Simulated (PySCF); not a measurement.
```xyz
19

C    -0.5252   -2.9393    1.5776
C     0.0206   -1.8723    1.4799
Si    0.8794   -0.2428    1.2962
C     0.5543    0.3160   -0.4960
C     1.4539    0.0976   -1.4707
C     2.6954   -0.5237   -1.2742
N     3.7200   -1.0285   -1.1513
C    -0.7063    0.9893   -0.8207
C    -0.7330    2.0747   -1.5889
C    -1.9478    0.4101   -0.2125
H    -1.0009   -3.8737    1.6693
H     2.3130   -0.3967    1.5269
H     0.2762    0.7404    2.2062
H     1.2548    0.3835   -2.4990
H     0.1651    2.5100   -1.9943
H    -1.6540    2.5850   -1.8151
H    -1.9921   -0.6632   -0.3903
H    -1.9491    0.5638    0.8659
H    -2.8341    0.8792   -0.6321
```

Geometry: GFN2-xTB.

Computed with PBE0/pcSseg-1, SCF density, gas phase, non-relativistic in PySCF.

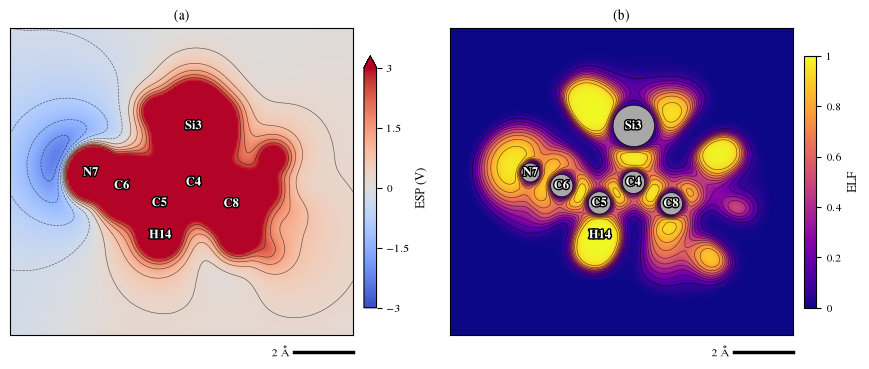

C$_{8}$H$_{9}$NSi. (a) molecular electrostatic potential; (b) ELF on the plane of atoms Si3, C4 and C5. Grey discs cover the atomic cores in the ELF map.

### What does the map show?

The plane passes through Si, C, N and H nuclei. C–N (1.15 Å): the ELF peaks at about 0.85 between the atoms; a short, multiple covalent bond. C–C (1.34 Å): the ELF peaks at about 0.90 between the atoms: a short, multiple covalent bond. C–Si (1.91 Å): the ELF peaks at about 1 between the atoms, as expected for a shared electron pair. The ELF also peaks beside N7, away from the bonds: lone-pair regions. Outside the dense part of the molecule the potential is most negative (−2.3 V) near N7.
